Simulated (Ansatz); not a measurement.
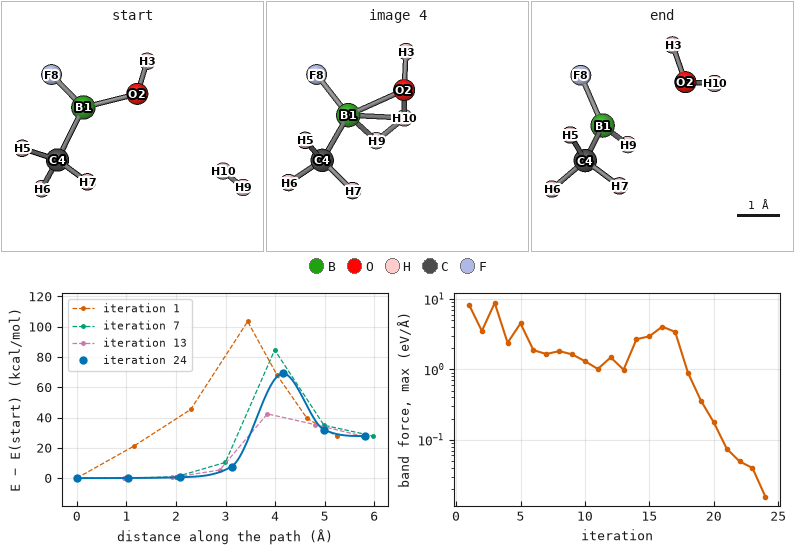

A search for the minimum-energy path of CH6BFO, made up at the start of CH₄BFO and H₂ by the nudged elastic band. Images are numbered from 0 (start) to 6 (end). The plot follows the band through its iterations. Style: ball-and-stick. Shown at a tilt.

These are results of RHF/6-31G* (Ansatz 0.2.0), not measurements. Settings: 5 movable images; climbing image; force threshold 0.03 eV/Å; iteration limit 60; starting path through a guess of the saddle point.

> Did the band converge, and can the barrier be trusted?

The result is final at these settings. The band converged in 24 iterations. The largest component of the band force went from 8.4 to 0.016 eV/Å. The climbing image converged on the top of the path. Its vibrational analysis gives one imaginary mode (2005i cm⁻¹), as a transition state must have. The first iteration put the highest image at 103.5 kcal/mol. Forward barrier 69.1 kcal/mol, backward barrier 41.3 kcal/mol, with image 4 at the top; the reaction energy is +27.8 kcal/mol.

Limits of the set-up: the start holds two separate molecules, 3.0 Å apart at their closest, whose relative position is a soft coordinate and is computed without a dispersion correction; Hartree-Fock leaves out electron correlation.

The run took 120 s on 1 thread of Arm Neoverse V1 (shared host), peak memory 0.12 GiB.
